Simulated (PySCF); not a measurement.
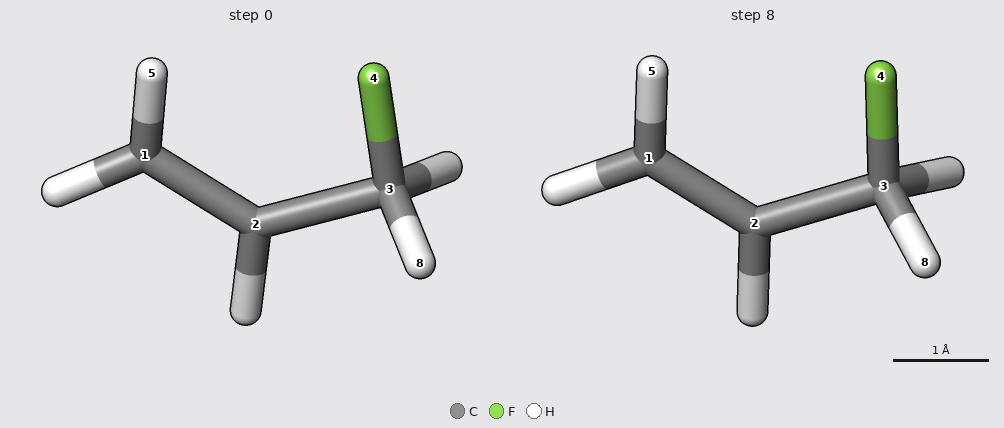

The structure of C3H5F before (left) and after (right) a relaxation, at one scale.

Style: stick. Shown at a tilt.

The start comes from MMFF94s. Its atoms were then displaced at random by about 0.03 Å.

Theory: PBE0-D3(BJ)/def2-SVP geometry optimisation, gas phase in PySCF. 

Question: Summarise the run.

Answer: The atom that moves furthest after the best rigid fit is a C atom (0.095 Å). Largest moves by element: C 0.095 Å, F 0.071 Å, H 0.063 Å. Some distances before and after: C–H 1.044 → 1.107 Å, C–C 1.392 → 1.331 Å, C–H 1.035 → 1.092 Å, C–C 1.532 → 1.491 Å. Among the angles between lasting bonds that change: H–C–H 117.7° → 107.0°, C–C–F 104.1° → 112.1°, C–C–H 114.7° → 120.7°. The energy falls by 0.549 eV in 8 geometry steps.
